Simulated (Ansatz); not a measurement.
BF$_{2}$H$_{2}$PSi (SMILES B=P[SiH](F)F)

```yaml
atoms:
  - { symbol: B, position_ang: [-1.5126, -0.0257, -1.3456] }
  - { symbol: F, position_ang: [-1.3601, 2.4401, 1.3775] }
  - { symbol: F, position_ang: [0.2968, 0.7967, 0.2814] }
  - { symbol: P, position_ang: [-2.8480, 0.2232, -0.2960] }
  - { symbol: Si, position_ang: [-1.1633, 0.8832, 1.0006] }
  - { symbol: H, position_ang: [-0.6525, -0.2359, -2.1427] }
  - { symbol: H, position_ang: [-1.0809, 0.1195, 2.2644] }
```

Geometry: PBE0-D3(BJ)/def2-SVP.

Theory: isolated molecule in a Gaussian basis; Kohn-Sham density functional theory, functional PBE0 in Ansatz.

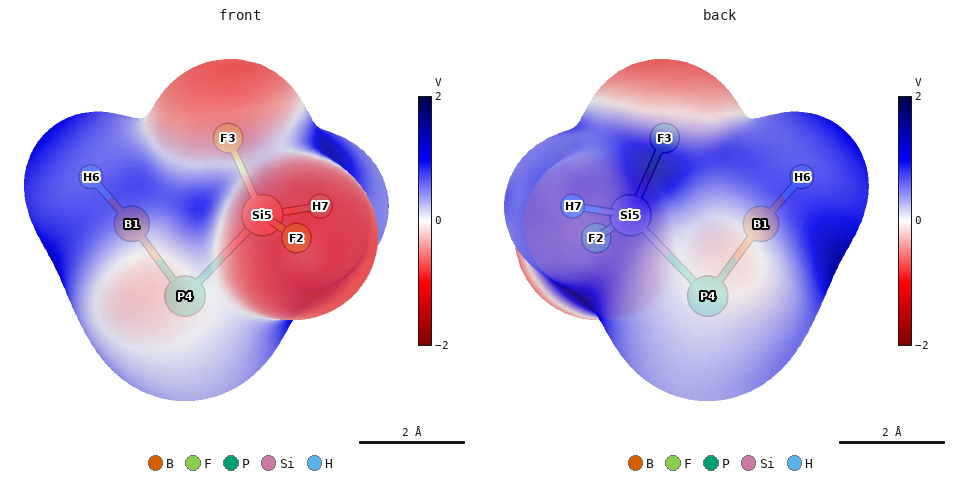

Figure 1. The molecular electrostatic potential painted on the density surface at 0.002 e/bohr³, seen from the front and from behind; the colour scale runs from red (negative) to blue (positive).

Q: Describe the electrostatic potential map.

A: The most negative region (about −0.8 V) lies over F2, the most positive (about +1.5 V) over B1 and Si5.

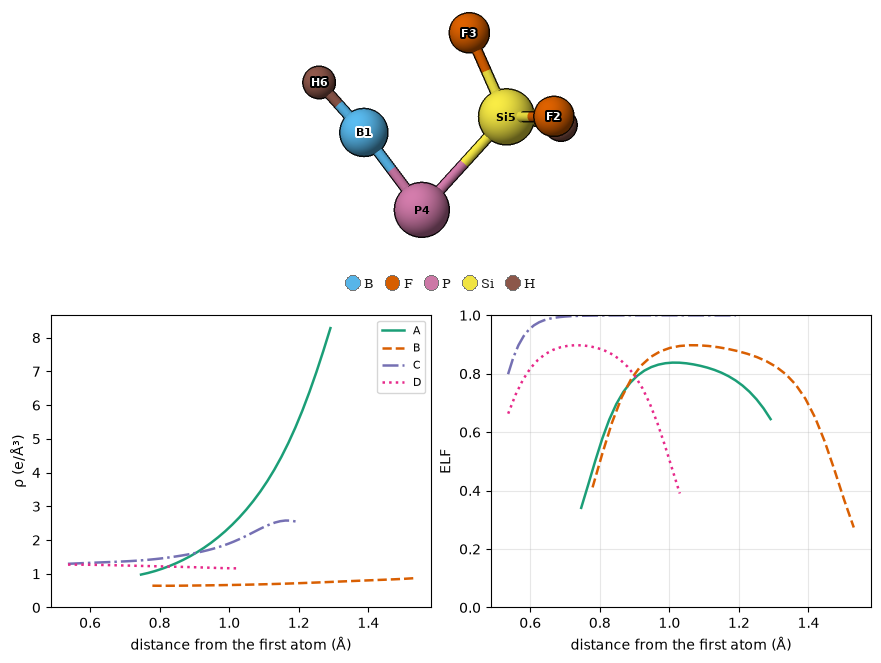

Figure 2. Total electron density and electron localisation function along straight lines between neighbouring atoms. The curves leave out the atomic cores. The structure is drawn too.

Q: Which curve belongs to which contact (B–H, B–P, Si–F and Si–P)? The first atom named is at distance zero.

A: Curve A: Si–F (1.61 Å): ρ at the midpoint is about 1.1 e/Å³; the ELF peaks at about 0.85 in the valence shell of F, 0.6 Å from its nucleus, and is about 0.60 at the midpoint. Curve B: Si–P (2.23 Å): ρ is about 0.69 e/Å³ halfway; the ELF peaks at about 0.90 between the atoms (a shared electron pair). Curve C: B–H (1.19 Å): the density is about 1.3 e/Å³ at the midpoint; the ELF climbs to about 1 towards the hydrogen, as it does in any bond to H (a covalent bond by its length). Curve D: B–P (1.72 Å): ρ is about 1.2 e/Å³ halfway; the ELF peaks at about 0.90 between the atoms; a covalent bond.

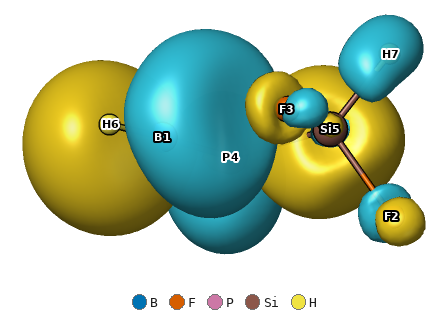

Figure 3. One frontier orbital at ±0.08 Å⁻³ᐟ² (yellow and cyan are the two phases), seen from one side.

Q: Which orbital is it: HOMO or LUMO?

A: The LUMO, at −2.34 eV. It lies mainly on B1 (about 45 %), P4 (about 25 %) and Si5 (about 15 %); π-antibonding (π*) across B1–P4.
